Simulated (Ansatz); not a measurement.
**CH7FN2Si: geometry optimisation**

Aim: relax CH7FN2Si at this level.

Method: RHF/def2-SVPD; program: Ansatz 0.2.0.

1 further run of the same task is left out (set aside as unsound or not needed).

## 1. The starting structure

SMILES `C[Si](N)(N)F`, 12 atoms, charge 0, spin multiplicity 1.

Atoms are counted from 1 here; the program's logs count them from 0.

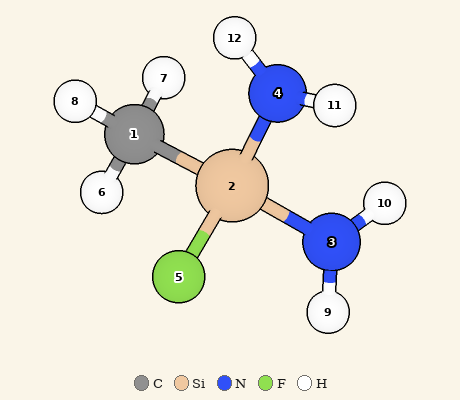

As it starts; carbon grey, silicon light orange, nitrogen blue, fluorine green, hydrogen white; atoms are numbered from 1 in the order of the file.

As a file:

```
C    -0.97703    1.14903    0.56375
Si    0.00638   -0.12726   -0.38710
N     1.71107    0.08916   -0.58645
N    -0.21036   -1.66392    0.37030
F    -0.55987   -0.01726   -1.95181
H    -0.89143    2.13896    0.07577
H    -0.60837    1.24366    1.60310
H    -2.05303    0.88607    0.59957
H     2.08820    0.70577   -1.30314
H     2.36268   -0.05811    0.18137
H     0.29214   -2.48592    0.03802
H    -1.08339   -1.91538    0.83072
```

## 2. Relaxation

input.yaml

```yaml
crystal:
  periodic: [false, false, false]
  atoms:
    - { symbol: C, position_ang: [-0.977026, 1.149034, 0.56375] }
    - { symbol: Si, position_ang: [0.006376, -0.127259, -0.387095] }
    - { symbol: "N", position_ang: [1.711072, 0.089164, -0.586449] }
    - { symbol: "N", position_ang: [-0.210365, -1.663922, 0.370303] }
    - { symbol: F, position_ang: [-0.559873, -0.017256, -1.951811] }
    - { symbol: H, position_ang: [-0.891426, 2.138961, 0.075767] }
    - { symbol: H, position_ang: [-0.608366, 1.243656, 1.603096] }
    - { symbol: H, position_ang: [-2.053029, 0.886067, 0.599571] }
    - { symbol: H, position_ang: [2.088205, 0.705769, -1.303138] }
    - { symbol: H, position_ang: [2.362682, -0.058112, 0.181369] }
    - { symbol: H, position_ang: [0.292142, -2.485923, 0.038021] }
    - { symbol: H, position_ang: [-1.083392, -1.915379, 0.830717] }
basis:
  gaussian: { orbitals: def2-SVPD }
hamiltonian:
  xc: hf
output:
  forces: true
relax:
  f_tol: 0.003
  max_steps: 120
```

On the command line:

```sh
$ ansatz run input.yaml --threads 1 --pin off --max-ram 2560MiB --backend cpu --events-out ev --progress --plain --runs-dir out
```

The log of the run:

```text
Warning: RAYON_NUM_THREADS=1 ignored (pool sized by the plan → 1); use --threads N
The last accepted step is kept in <dir> (removed where the run ends without a failure and the disk answers)
Engine: ansatz 0.2.0, aarch64-unknown-linux-gnu
Functional definition: HF
  exchange = exact_x
  correlation = 0
1706 factors; integrals over basis functions are off by at most 1.9e-4 eV
mean field evaluation 1: about -14665.2665 eV, gradient 4.6e1 eV
mean field evaluation 2: about -14665.2891 eV, gradient 4.6e1 eV
mean field evaluation 4: about -14669.6434 eV, gradient 3.4e0 eV
mean field evaluation 8: about -14669.6858 eV, gradient 2.3e-4 eV
mean field -14669.68583445 eV, -539.1010109460 hartree, gradient 1.7e-5 eV, S^2 0.000000; 0 other end points of the search recorded, 0 dependent functions left out
the calculation of the forces begins
reference -14669.68583445 eV, -539.1010109460 hartree; 25, 25 occupied and 138, 138 virtual orbitals, 1706 factors
relax step   1: F+E_penalty+E_count = -14669.68583445 eV  Δ(F+E_penalty+E_count) = +0.000e0 eV  max|allowed force component| = 1.181e0 eV/Å  Δτ_max = 0.0000 Å  (33 SCF iters, accepted)
these checks for a lower state are left out or cut short: starts, cluster_reference, orbital_swaps, neighbouring_geometries, increment
1706 factors; integrals over basis functions are off by at most 1.7e-4 eV
mean field evaluation 16: about -14669.7646 eV, gradient 1.5e-3 eV
mean field -14669.76457601 eV, -539.1039046450 hartree, gradient 2.1e-5 eV, S^2 0.000000; 0 other end points of the search recorded, 0 dependent functions left out
the calculation of the forces begins
reference -14669.76457601 eV, -539.1039046450 hartree; 25, 25 occupied and 138, 138 virtual orbitals, 1706 factors
relax step   2: F+E_penalty+E_count = -14669.76457601 eV  Δ(F+E_penalty+E_count) = -7.874e-2 eV  max|allowed force component| = 6.605e-1 eV/Å  Δτ_max = 0.0320 Å  (31 SCF iters, accepted)
these checks for a lower state are left out or cut short: starts, cluster_reference, orbital_swaps, neighbouring_geometries, increment
1706 factors; integrals over basis functions are off by at most 1.7e-4 eV
mean field -14669.77780161 eV, -539.1043906766 hartree, gradient 1.9e-5 eV, S^2 0.000000; 0 other end points of the search recorded, 0 dependent functions left out
the calculation of the forces begins
reference -14669.77780161 eV, -539.1043906766 hartree; 25, 25 occupied and 138, 138 virtual orbitals, 1706 factors
relax step   3: F+E_penalty+E_count = -14669.77780161 eV  Δ(F+E_penalty+E_count) = -1.323e-2 eV  max|allowed force component| = 1.070e-1 eV/Å  Δτ_max = 0.0194 Å  (32 SCF iters, accepted)
these checks for a lower state are left out or cut short: starts, cluster_reference, orbital_swaps, neighbouring_geometries, increment
1706 factors; integrals over basis functions are off by at most 1.7e-4 eV
mean field evaluation 32: about -14669.7786 eV, gradient 1.9e-5 eV
mean field -14669.77862618 eV, -539.1044209792 hartree, gradient 1.9e-5 eV, S^2 0.000000; 0 other end points of the search recorded, 0 dependent functions left out
the calculation of the forces begins
reference -14669.77862618 eV, -539.1044209792 hartree; 25, 25 occupied and 138, 138 virtual orbitals, 1706 factors
relax step   4: F+E_penalty+E_count = -14669.77862618 eV  Δ(F+E_penalty+E_count) = -8.246e-4 eV  max|allowed force component| = 2.883e-2 eV/Å  Δτ_max = 0.0053 Å  (33 SCF iters, accepted)
these checks for a lower state are left out or cut short: starts, cluster_reference, orbital_swaps, neighbouring_geometries, increment
1706 factors; integrals over basis functions are off by at most 1.7e-4 eV
mean field -14669.77919457 eV, -539.1044418670 hartree, gradient 1.9e-5 eV, S^2 0.000000; 0 other end points of the search recorded, 0 dependent functions left out
the calculation of the forces begins
reference -14669.77919457 eV, -539.1044418670 hartree; 25, 25 occupied and 138, 138 virtual orbitals, 1706 factors
relax step   5: F+E_penalty+E_count = -14669.77919457 eV  Δ(F+E_penalty+E_count) = -5.684e-4 eV  max|allowed force component| = 6.077e-2 eV/Å  Δτ_max = 0.0112 Å  (32 SCF iters, accepted)
these checks for a lower state are left out or cut short: starts, cluster_reference, orbital_swaps, neighbouring_geometries, increment
1706 factors; integrals over basis functions are off by at most 1.7e-4 eV
mean field -14669.77937363 eV, -539.1044484474 hartree, gradient 1.9e-5 eV, S^2 0.000000; 0 other end points of the search recorded, 0 dependent functions left out
the calculation of the forces begins
reference -14669.77937363 eV, -539.1044484474 hartree; 25, 25 occupied and 138, 138 virtual orbitals, 1706 factors
relax step   6: F+E_penalty+E_count = -14669.77937363 eV  Δ(F+E_penalty+E_count) = -1.791e-4 eV  max|allowed force component| = 2.453e-2 eV/Å  Δτ_max = 0.0092 Å  (32 SCF iters, accepted)
these checks for a lower state are left out or cut short: starts, cluster_reference, orbital_swaps, neighbouring_geometries, increment
1706 factors; integrals over basis functions are off by at most 1.7e-4 eV
mean field -14669.77939559 eV, -539.1044492542 hartree, gradient 2.0e-5 eV, S^2 0.000000; 0 other end points of the search recorded, 0 dependent functions left out
the calculation of the forces begins
reference -14669.77939559 eV, -539.1044492542 hartree; 25, 25 occupied and 138, 138 virtual orbitals, 1706 factors
relax step   7: F+E_penalty+E_count = -14669.77939559 eV  Δ(F+E_penalty+E_count) = -2.196e-5 eV  max|allowed force component| = 2.307e-2 eV/Å  Δτ_max = 0.0095 Å  (25 SCF iters, accepted)
these checks for a lower state are left out or cut short: starts, cluster_reference, orbital_swaps, neighbouring_geometries, increment
1706 factors; integrals over basis functions are off by at most 1.7e-4 eV
mean field -14669.77943751 eV, -539.1044507948 hartree, gradient 1.9e-5 eV, S^2 0.000000; 0 other end points of the search recorded, 0 dependent functions left out
the calculation of the forces begins
reference -14669.77943751 eV, -539.1044507948 hartree; 25, 25 occupied and 138, 138 virtual orbitals, 1706 factors
relax step   8: F+E_penalty+E_count = -14669.77943751 eV  Δ(F+E_penalty+E_count) = -4.192e-5 eV  max|allowed force component| = 9.662e-3 eV/Å  Δτ_max = 0.0059 Å  (24 SCF iters, accepted)
these checks for a lower state are left out or cut short: starts, cluster_reference, orbital_swaps, neighbouring_geometries, increment
1706 factors; integrals over basis functions are off by at most 1.7e-4 eV
mean field -14669.77944188 eV, -539.1044509554 hartree, gradient 4.7e-5 eV, S^2 0.000000; 0 other end points of the search recorded, 0 dependent functions left out
the calculation of the forces begins
reference -14669.77944188 eV, -539.1044509554 hartree; 25, 25 occupied and 138, 138 virtual orbitals, 1706 factors
relax step   9: F+E_penalty+E_count = -14669.77944188 eV  Δ(F+E_penalty+E_count) = -4.370e-6 eV  max|allowed force component| = 2.001e-3 eV/Å  Δτ_max = 0.0022 Å  (20 SCF iters, accepted)
1706 factors; integrals over basis functions are off by at most 1.7e-4 eV
mean field evaluation 64: about -14669.7794 eV, gradient 4.7e-5 eV
mean field -14669.77944188 eV, -539.1044509554 hartree, gradient 4.7e-5 eV, S^2 0.000000; 1 other end points of the search recorded, 0 dependent functions left out
the calculation of the forces begins
reference -14669.77944188 eV, -539.1044509554 hartree; 25, 25 occupied and 138, 138 virtual orbitals, 1706 factors
Total energy: -14669.77944188 eV, -539.1044509554 hartree
Atom 0 at    -0.970492     1.145148     0.562895 Å, force     0.000160     0.000342     0.000451 eV/Å
Atom 1 at     0.010195    -0.128962    -0.383522 Å, force    -0.002001    -0.000194     0.000023 eV/Å
Atom 2 at     1.692658     0.118649    -0.567316 Å, force     0.001222     0.000307    -0.000206 eV/Å
Atom 3 at    -0.223987    -1.656647     0.343389 Å, force     0.000420     0.000135     0.000049 eV/Å
Atom 4 at    -0.540883    -0.032932    -1.911461 Å, force     0.000232     0.000203     0.000362 eV/Å
Atom 5 at    -0.884874     2.124645     0.088325 Å, force     0.000224     0.000198    -0.000041 eV/Å
Atom 6 at    -0.614486     1.234880     1.591256 Å, force     0.000030    -0.000175    -0.000147 eV/Å
Atom 7 at    -2.031497     0.884281     0.593429 Å, force    -0.000130    -0.000351    -0.000550 eV/Å
Atom 8 at     2.072421     0.669171    -1.307832 Å, force    -0.000298    -0.000073    -0.000193 eV/Å
Atom 9 at     2.348900    -0.048702     0.164725 Å, force     0.000173    -0.000096     0.000194 eV/Å
Atom 10 at     0.290292    -2.461089     0.050481 Å, force    -0.000101    -0.000317     0.000056 eV/Å
Atom 11 at    -1.071246    -1.903641     0.809732 Å, force     0.000068     0.000023     0.000001 eV/Å
Dipole moment:     0.177710    -0.066777     0.396823 e Å
```

Wall time 71 s (1 thread of Arm Neoverse V1, shared host); peak memory 0.43 GiB.

Along the way:

| step | energy from step 1 (eV) | largest force component (eV/Å) |
| --- | --- | --- |
| 1 | 0.0000 | 1.1807 |
| 2 | -0.0787 | 0.6605 |
| 3 | -0.0920 | 0.1070 |
| 4 | -0.0928 | 0.0288 |
| 5 | -0.0934 | 0.0608 |
| 6 | -0.0935 | 0.0245 |
| 7 | -0.0936 | 0.0231 |
| 8 | -0.0936 | 0.0097 |
| 9 | -0.0936 | 0.0020 |

Close pairs (by a distance rule), those that changed most:

| bond | before (Å) | after (Å) | change (Å) |
| --- | --- | --- | --- |
| Si2–F5 | 1.668 | 1.627 | -0.041 |
| N3–H10 | 1.018 | 0.997 | -0.020 |
| N4–H11 | 1.019 | 0.999 | -0.020 |
| N4–H12 | 1.019 | 0.998 | -0.020 |
| N3–H9 | 1.018 | 0.998 | -0.020 |
| Si2–N3 | 1.730 | 1.710 | -0.019 |
| Si2–N4 | 1.727 | 1.708 | -0.019 |
| C1–H8 | 1.108 | 1.093 | -0.015 |

## 3. Summary of results

```
             quantity      value
        energy gained  0.0936 eV
root mean square move    0.028 Å
        dipole moment     2.11 D
```

**Reading.** Bond lengths: C1–Si2 1.866 Å, C1–H6 1.092 Å, C1–H7 1.092 Å, C1–H8 1.093 Å, Si2–N3 1.710 Å, Si2–N4 1.708 Å, Si2–F5 1.627 Å, N3–H9 0.998 Å, N3–H10 0.997 Å, N4–H11 0.999 Å, N4–H12 0.998 Å. Angles: Si2–C1–H6 110.5°, Si2–C1–H7 111.3°, Si2–C1–H8 111.2°, H6–C1–H7 108.1°, H6–C1–H8 107.6°, H7–C1–H8 108.0°, C1–Si2–N3 118.2°, C1–Si2–N4 108.8°, C1–Si2–F5 105.0°, N3–Si2–N4 108.1°, N3–Si2–F5 102.9°, N4–Si2–F5 114.0°, Si2–N3–H9 122.3°, Si2–N3–H10 123.0°, H9–N3–H10 112.8°, Si2–N4–H11 121.7°, Si2–N4–H12 122.4°, H11–N4–H12 112.0°. No frequencies were computed here.
